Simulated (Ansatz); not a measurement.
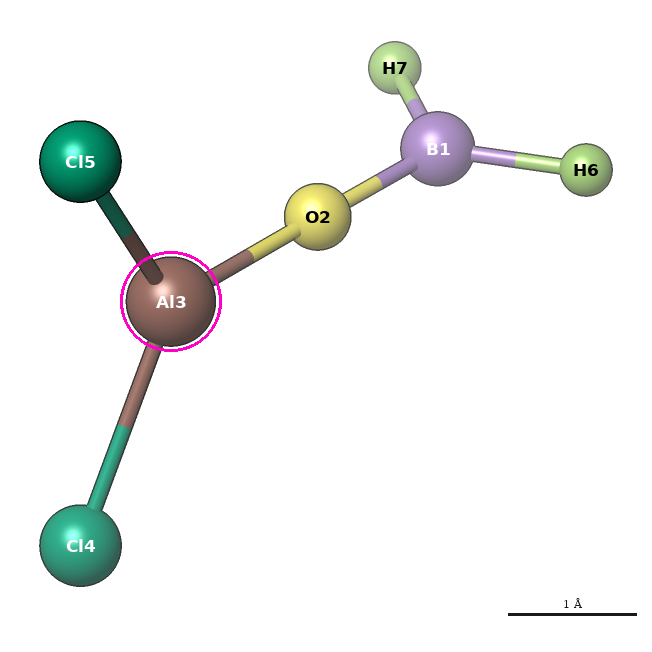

Orthographic view. Depth is shown by fading: the farther an atom, the more it takes the colour of the background. The computed structure is the end point of a PBE0-D4/def2-TZVP optimisation.

> Which atoms are bonded to the circled atom?

The circled atom is Al3; it is bonded to O2, Cl4, Cl5.

> Of O2 and Al3, which is nearer the viewer?

Al3; the bond to O2 points away from the viewer, so it looks shorter than its 1.66 Å.

> What is the shortest path along bonds from the circled atom to H7?

Al3–O2–B1–H7, 3 bonds; through space the two are 3.74 Å apart.

> Which atom is nearest the viewer?

Cl5, 2.4 Å in front of the mean position.
